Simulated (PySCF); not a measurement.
```xyz
10

C     1.5310    0.0187    0.0932
C     0.5694   -0.9037    0.0625
C    -0.8747   -0.6100   -0.2155
O    -1.1330    0.7009   -0.6226
H     1.2974    1.0744   -0.0731
H     2.5711   -0.2452    0.2979
H     0.8118   -1.9570    0.2506
H    -1.4595   -0.7757    0.7071
H    -1.2576   -1.3565   -0.9436
H    -0.6409    0.8534   -1.4372
```

Geometry: PBE0-D3(BJ)/def2-SVP.

Method: PySCF, PBE0/pcSseg-1, SCF density, in a chloroform solvent model, non-relativistic.

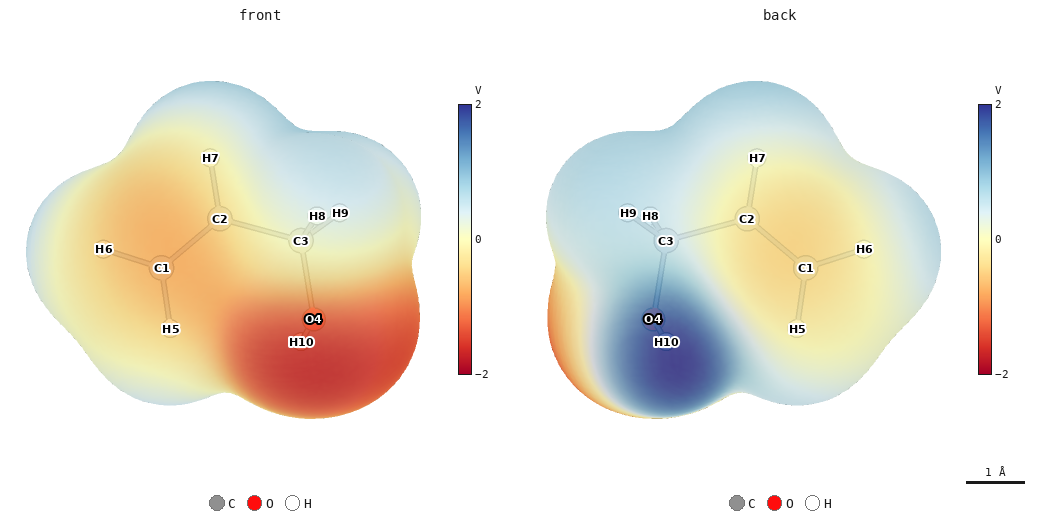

C₃H₆O (SMILES C=CCO). The electrostatic potential painted on the density surface at 0.001 e/bohr³, seen from the front and from behind; the colour scale runs from red (negative) to blue (positive).

Which sites attract a positive test charge, and which a negative one?

A positive charge is drawn to the negative regions and a negative charge to the positive ones. The most negative region (about −1.6 V) lies over O4, the most positive (about +1.9 V) over H10. O4 is the likeliest acceptor of a hydrogen bond.

How polar is the molecule by this calculation?

Its dipole moment is 1.78 D.
